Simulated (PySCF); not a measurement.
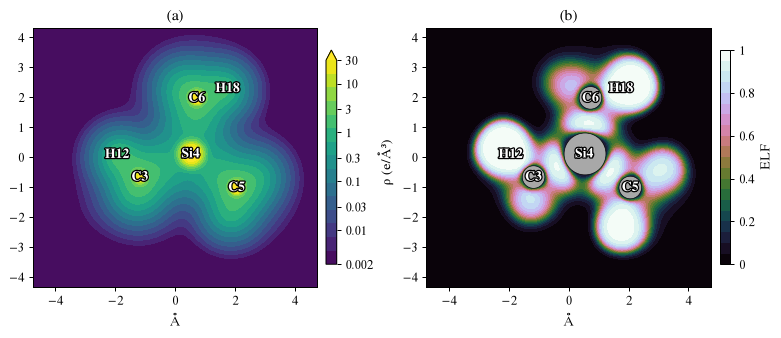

*C$_{5}$H$_{13}$Si (charge +1). (a) electron density; (b) electron localisation function on the plane of atoms C5, Si4 and C6. Grey discs cover the atomic cores in the ELF map.*

Geometry: GFN2-xTB.

All numbers below come from PySCF 2.14.0, PBE0/pcSseg-1, SCF density, gas phase, non-relativistic.

Input file:

```
{"job": {"kind": "nmr", "xc": "PBE0", "basis": "pcSseg-1"}, "charge": 1, "multiplicity": 1}
C      2.142718     0.091268     0.342297
C      1.437849    -1.237973     0.124414
C      0.234990    -1.109419    -0.831923
Si    -1.019148     0.166163    -0.223063
C     -2.036603    -0.208837     1.315329
C     -1.139333     1.836448    -1.081953
H      1.491700     0.806416     0.846673
H      2.464029     0.520323    -0.603640
H      3.023811    -0.049706     0.961794
H      1.112727    -1.641768     1.083757
H      2.139860    -1.949956    -0.310041
H      0.608742    -0.830797    -1.822513
H     -0.230070    -2.093426    -0.939600
H     -2.194682    -1.280222     1.446524
H     -1.534752     0.152343     2.213410
H     -3.015467     0.269475     1.285054
H     -0.154152     2.234294    -1.327239
H     -1.651539     2.576683    -0.467695
H     -1.690485     1.757942    -2.019044
```

Launched as:

```sh
OMP_NUM_THREADS=1 python probes_run.py task.json out
```

Q: Describe what can be read from this map.

A: The section cuts through C, Si and H sites. C–Si (1.88 Å): ρ is about 0.96 e/Å³ halfway; the ELF peaks at about 0.95 between the atoms, as expected for a shared electron pair. C–H (1.09 Å): ρ at the midpoint is about 2 e/Å³; the ELF climbs to about 1 towards the hydrogen, as it does in any bond to H (a covalent bond by its length).
